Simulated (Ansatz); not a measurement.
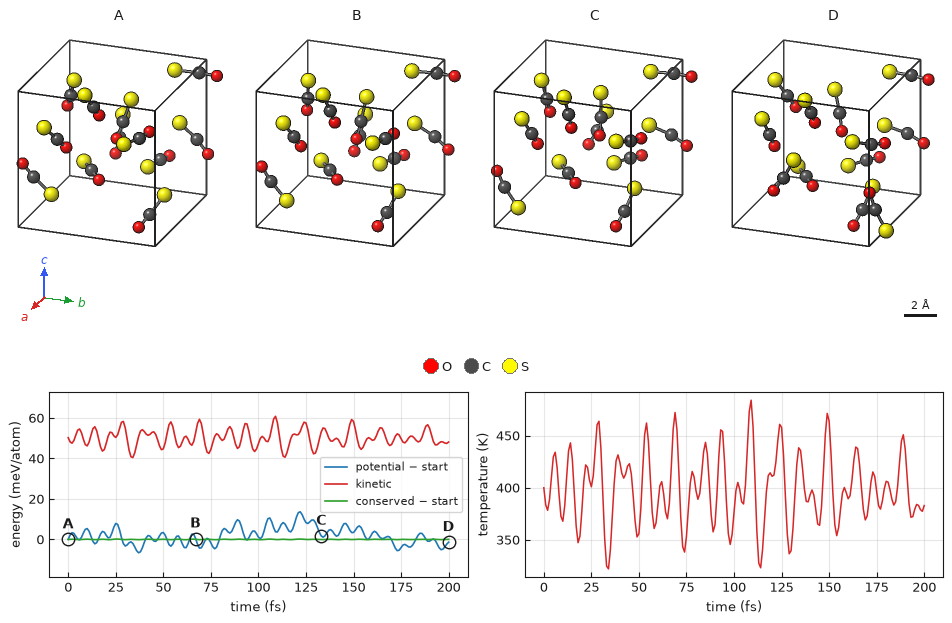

First-principles dynamics of a periodic cell with 12 OCS at 1.502 g/cm³, 200 fs long. It starts from the last geometry of an earlier run, with fresh velocities. Frames (A at 0 fs, B at 67 fs, C at 133 fs, D at 200 fs) and the history of the run. Style: ball-and-stick. Shown: the simulation cell, from a free direction. Atoms that leave the cell re-enter on the other side.

Method: Ansatz 0.2.0, DFT PBEsol, scalar-relativistic, plane waves, PAW. Run with plane-wave cutoff 420 eV; k-point mesh 1 × 1 × 1; Fermi-Dirac smearing 0.05 eV; low-accuracy preset; Nosé-Hoover thermostat (NVT); set temperature 400 K; time step 1 fs; thermostat time 3.0 fs.

> What happens in this trajectory?

The mean temperature in the second half is 400 K (standard deviation 32 K). The potential energy is still drifting at the end, so the run hasn't reached equilibrium. The potential energy in the second half lies on average 3.0 meV per atom above the first frame. Root-mean-square distances from the starting positions over the second half, with the common drift of all atoms taken out: S 0.72 Å, O 0.69 Å, C 0.56 Å. The heavy atoms stay within a fraction of a molecule's size of their starting places; so short a run doesn't tell a liquid from a solid. The thermostat's time constant is so short that it disturbs the motion.

Limits of the set-up: the program's low-accuracy preset was used.

The run took 11 min on 2 threads of Intel(R) Xeon(R) Platinum 8259CL CPU @ 2.50GHz (Skylake/Cascade Lake), with other jobs on the host, peak memory 0.78 GiB.
